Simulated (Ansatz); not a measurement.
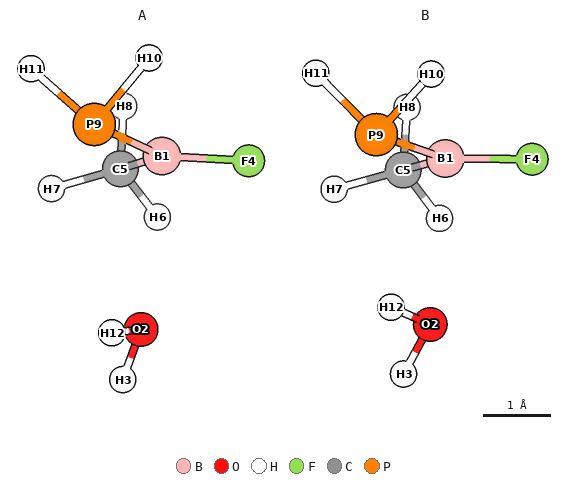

Two geometries of CH7BFOP, drawn at one scale. One is the start of a relaxation, the other its converged end. The picture is a ball-and-stick view, seen from a free direction.

Theory: RHF/6-31G* in Ansatz 0.2.0. (no spin polarisation; force threshold 0.03 eV/Å; at most 50 steps)

**Which geometry has the lower energy?**

Structure A is the relaxed one. The run prepares an end point of a later path (reaction) calculation, from a guessed geometry. The largest move after the best rigid fit is that of H12, 0.40 Å. By element the largest moves are H 0.40 Å, P 0.16 Å, O 0.13 Å, F 0.05 Å, B 0.05 Å, C 0.03 Å. Near-neighbour distances that change, for instance: B1–P9 1.929 → 1.955 Å, O2–H12 0.971 → 0.949 Å. The energy falls by 6.78 kJ/mol in 8 accepted moves (9 points after the start). Largest force component: 1.2 eV/Å at the start, 0.021 eV/Å at the end. The line search rejected the trial step at point 2 of the run. Cost: 30 s on 1 thread of Arm Neoverse V2, with other jobs on the host, peak memory 0.17 GiB.

Limits of the set-up: the start holds two separate molecules, 2.6 Å apart at their closest, whose relative position is a soft coordinate and is computed without a dispersion correction; Hartree-Fock leaves out electron correlation.
